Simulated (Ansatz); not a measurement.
The starting structures come from a database of crystals and need not be the phases stable at ambient conditions.

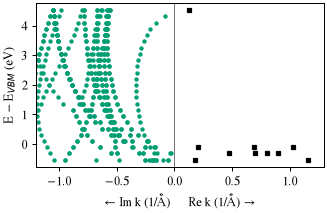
Figure. Complex bands at the centre of the two-dimensional zone; r2SCAN (Ansatz, an electronic-structure program)

No gap correction and no spin-orbit coupling; mid-gap is the computed energy nearest the middle.

This is Sr(AsO3)2 (P-31m, 9 atoms a cell, 12.5 Å³ an atom) along the normal of (110). Read off the slowest decay at the centre of the two-dimensional zone at 2.21 eV, the computed energy nearest the middle of the gap.

κ ≈ 0.33 1/Å, a decay length 1/(2κ) of the density of 1.5 Å.
